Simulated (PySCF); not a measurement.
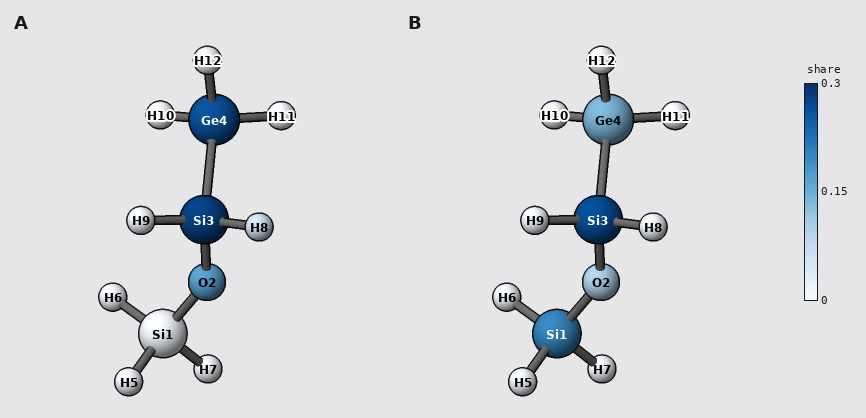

Each panel colours the atoms by their Löwdin share in one orbital (up to four of the largest shares; other atoms are shown as zero). The computed structure is the end point of a PBE0-D3(BJ)/def2-SVP optimisation. No frequency run is at hand to confirm it as a minimum. Computed with PBE0/def2-TZVPD (PySCF 2.14.0).

**The panels show the HOMO, LUMO, in some order. Which is which?**

A: HOMO, −7.86 eV; Si3 0.28, Ge4 0.26, O2 0.17, H8 0.05
B: LUMO, −0.65 eV; Si3 0.26, Si1 0.20, Ge4 0.14, O2 0.10
